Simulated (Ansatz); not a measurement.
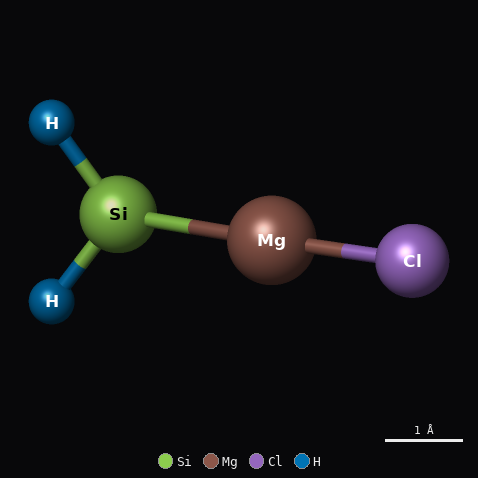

Starting geometry of the run.

Input file:

```yaml
crystal:
  periodic: [false, false, false]
  atoms:
    - {symbol: Si, position_ang: [-0.845317, 0.351977, -0.667949]}
    - {symbol: Mg, position_ang: [1.166343, -0.496644, 0.554157]}
    - {symbol: Cl, position_ang: [2.985362, -1.266830, 1.489087]}
    - {symbol: H, position_ang: [-1.170349, 1.806748, -0.718506]}
    - {symbol: H, position_ang: [-2.136040, -0.395251, -0.656787]}
basis:
  gaussian: {orbitals: def2-TZVPP}
magnetization: {spin_polarized: true, initial_magnetization: 1}
hamiltonian: {xc: pbe, dispersion: d4}
```

Command:

```sh
ansatz run in.yaml --threads 2 --pin off --events-out ev --progress --plain --max-ram 4352MiB
```

What the program printed:

```
Functional definition: PBE
  name "PBE"
  cite "Perdew, Burke & Ernzerhof, Phys. Rev. Lett. 77, 3865 (1996) doi:10.1103/PhysRevLett.77.3865"
  parent pbe
  parameter kappa = 0.804
  parameter beta = 0.06672455060314922
  exchange = pbe_x(kappa = kappa, mu = beta*pi^2/3)
  correlation = pbe_c(beta = beta)
988 factors; their error is unknown
mean field evaluation 1: about -25863.3450 eV, gradient 1.9e1 eV
mean field evaluation 2: about -25860.1961 eV, gradient 3.1e1 eV
mean field evaluation 4: about -25866.0741 eV, gradient 1.6e0 eV
mean field evaluation 8: about -25866.0899 eV, gradient 3.0e-2 eV
mean field evaluation 16: about -25866.0605 eV, gradient 5.2e-5 eV
mean field -25866.06051570 eV, -950.5601913063 hartree, gradient 5.2e-5 eV, S^2 0.755507; 0 other end points of the search recorded, 0 dependent functions left out
reference -25866.06055819 eV, -950.5601928680 hartree; 23, 22 occupied and 121, 122 virtual orbitals, 988 factors
Total energy: -25866.14693002 eV, -950.5633669741 hartree
```
